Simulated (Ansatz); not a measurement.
# GeH2I2 (GeI2H2): what the fields show

```yaml
atoms:
  - { symbol: Ge, position_ang: [-0.1936, 0.0008, -0.1352] }
  - { symbol: I, position_ang: [-0.2064, -0.0232, 2.3755] }
  - { symbol: I, position_ang: [2.1618, 0.0152, -1.0042] }
  - { symbol: H, position_ang: [-0.8841, 1.2867, -0.6057] }
  - { symbol: H, position_ang: [-0.8776, -1.2794, -0.6303] }
```

Geometry: PBE0-D4/def2-SVP; core potentials replace the inner electrons of I.

Computed with RKS PBE0-D4/def2-TZVP (Ansatz).

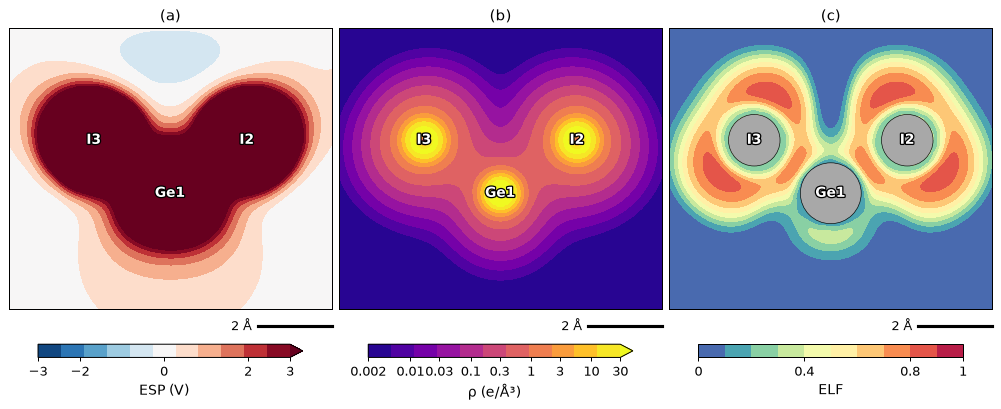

Figure 1. (a) electrostatic potential; (b) electron density; (c) ELF on the plane of atoms I2, Ge1 and I3. Grey discs cover the atomic cores in the ELF map.

Question: Read the bonding off the picture.

Answer: Atoms in the plane: Ge and I. Ge–I (2.51 Å): the density is about 0.59 e/Å³ at the midpoint; the ELF peaks at about 0.75 in the valence shell of I, 1.3 Å from its nucleus, and is about 0.75 at the midpoint. The ELF also peaks beside I3 and I2, away from the bonds: lone-pair regions. Outside the dense part of the molecule the potential is most negative (−0.4 V) near I2 and I3.

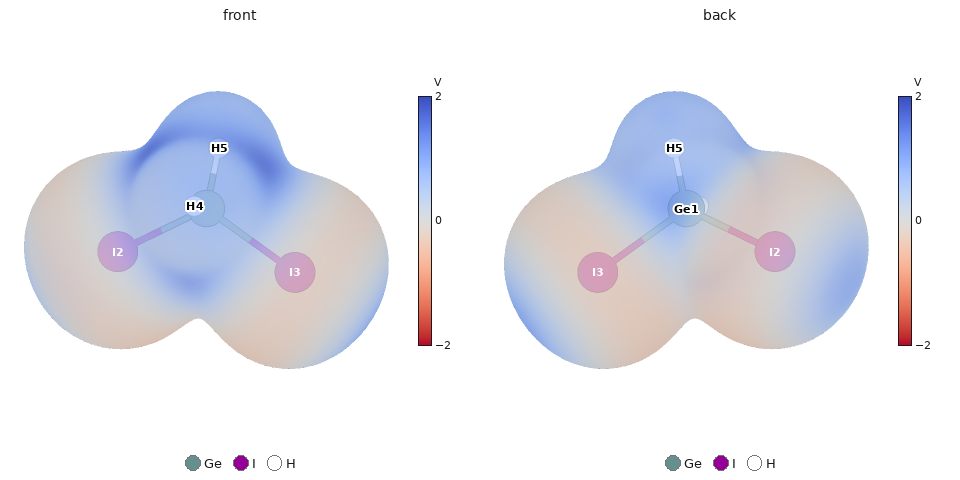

Figure 2. The molecular electrostatic potential painted on the density surface at 0.002 e/bohr³, seen from the front and from behind; the colour scale runs from red (negative) to blue (positive).

Question: Where is the surface potential most negative and most positive?

Answer: The most negative region (about −0.3 V) lies over I2 and I3, the most positive (about +1.6 V) over Ge1. I2 shows a σ-hole: about +0.9 V at the tip opposite its bond, against about −0.2 V on its flanks. I3 shows a σ-hole: about +0.9 V at the tip opposite its bond, against about −0.2 V on its flanks.

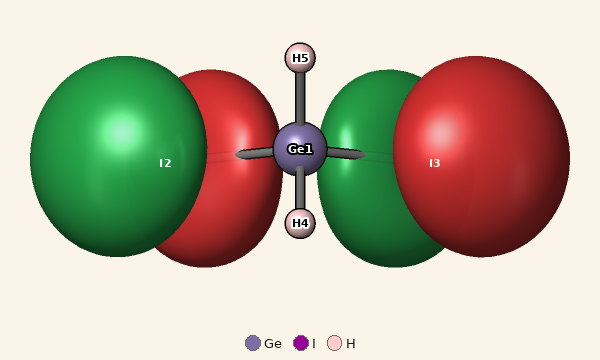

Figure 3. The HOMO at ±0.06 Å⁻³ᐟ² (green and red are the two phases), seen from one side.

Question: Describe this orbital and give its energy.

Answer: By Hirshfeld shares it lies mainly on I2 (about 50 %) and I3 (about 50 %); largely a combination of lone pairs on I2 and I3. Its energy is −7.68 eV.
